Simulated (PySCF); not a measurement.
SMILES [CH]=C=C, doublet at its PBE0/def2-SVP optimised geometry (Å):

```
6

C     -1.5580    -0.0007     0.0008
C     -0.1875    -0.0029     0.0000
C      1.0445    -0.0029     0.0000
H     -2.1187     0.0849    -0.9337
H     -2.1176    -0.0849     0.9361
H      2.1187    -0.0080    -0.0016
```

Computed with PySCF with unrestricted PBE0/def2-TZVP.

Map of the Laplacian of the electron density (e/bohr⁵) on the plane z = 1.2 Å:

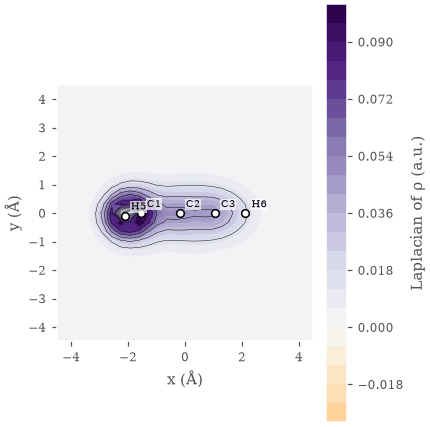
Figure: Laplacian of the electron density (e/bohr⁵) on the plane z = 1.2 Å.
